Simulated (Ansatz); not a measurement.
Input file:

```
crystal:
  periodic: [false, false, false]
  atoms:
    - { symbol: W, position_ang: [0.0, 0.0, 0.0] }
    - { symbol: O, position_ang: [0.0, 0.0, 2.29] }
    - { symbol: H, position_ang: [-0.9095, -0.2814, 2.6271] }
    - { symbol: O, position_ang: [1.94, 0.0, 0.0] }
    - { symbol: H, position_ang: [2.2771, -0.9519, -0.0197] }
    - { symbol: H, position_ang: [0.0, 1.72, 0.0] }
    - { symbol: H, position_ang: [-1.72, 0.0, 0.0] }
    - { symbol: H, position_ang: [0.0, -1.72, 0.0] }
    - { symbol: H, position_ang: [0.0, 0.0, -1.72] }
    - { symbol: H, position_ang: [1.3275, 1.3829, 0.637] }
    - { symbol: H, position_ang: [1.0111, 1.0533, 1.625] }
basis:
  gaussian: { orbitals: def2-SVP }
hamiltonian:
  xc: pbe
  dispersion: d4
relax:
  f_tol: 0.15
  max_steps: 25
  restrain:
    - { distance: [0, 9], at: 1.72, k: 30.0 }
    - { distance: [10, 1], at: 1.01, k: 30.0 }
    - { distance: [0, 1], at: 3.14, k: 30.0 }
    - { distance: [10, 9], at: 1.86, k: 30.0 }
output:
  orbitals: {}
```

Command:

```sh
ansatz run input.yaml --threads 2 --pin off --max-ram 3072MiB --backend cpu --events-out ev --progress --plain --runs-dir out
```

The fields are those of the run's last geometry, not of the input's.

Core potentials replace the inner electrons of W; not at a stationary point (largest force 0.7 eV/Å).

Method: Ansatz 0.2.0, RKS PBE-D4/def2-SVP.

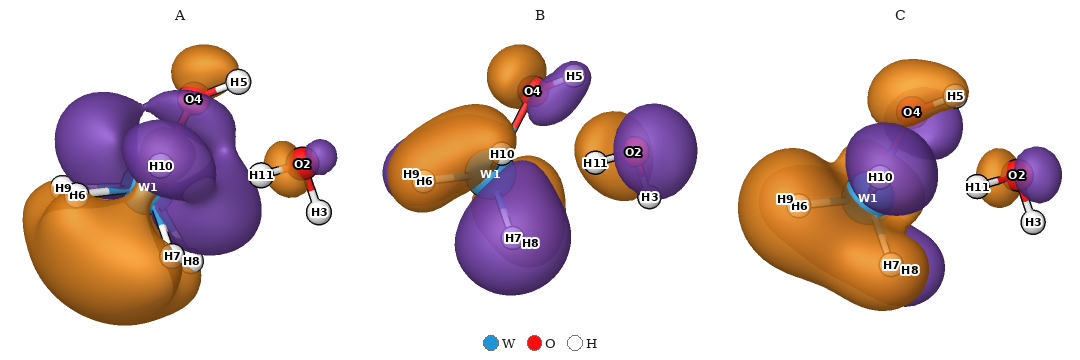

H$_{6}$OW···H$_{2}$O. Three frontier orbitals at ±0.08 Å⁻³ᐟ² (orange and purple are the two phases), in no order.

Which picture is the HOMO−1, the HOMO and the LUMO?

Answer. B is the HOMO−1 (−7.32 eV). Its weight (Hirshfeld) is mainly on W1 (about 35 %), O2 (about 20 %) and H7 (about 20 %). C is the HOMO (−6.41 eV). By Hirshfeld shares it lies mainly on W1 (about 45 %), H6 (about 15 %), O4 (about 10 %), H10 (about 10 %) and H7 (about 5 %). A is the LUMO (−3.20 eV). It lies mainly on W1 (about 65 %) and H9 (about 5 %).

What is the HOMO–LUMO gap?

Answer. 3.21 eV between the orbital energies.
